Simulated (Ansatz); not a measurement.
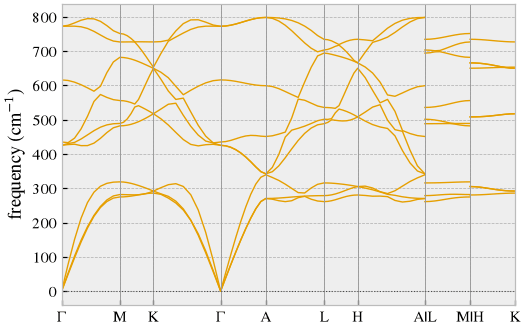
*Phonon dispersion of ScB₂ in space group P6/mmm (No. 191; Sc on 1a, B on 2d), PBEsol (plane waves, PAW; program Ansatz); imaginary frequencies are drawn negative*

Question: Is this phase dynamically stable?

Answer: Yes, on this path no branch is imaginary.

Question: How high does the spectrum reach?

Answer: About 800 cm⁻¹ (23.9 THz).

The workflow started from a Materials Project entry (that database holds measured and hypothetical structures alike); the Crystallography Open Database files this formula in space group No. 191, but the cells were not matched. Whether it is the stable phase at ambient conditions was not checked. Symmetry was held in the PBEsol relaxation. The run is not spin-polarised. As this level gives no gap, phonon frequencies hold no LO–TO term and depend on the k-mesh and smearing (Fermi–Dirac, 0.1 eV here).

Potentials: the later of the program's two PAW sets.
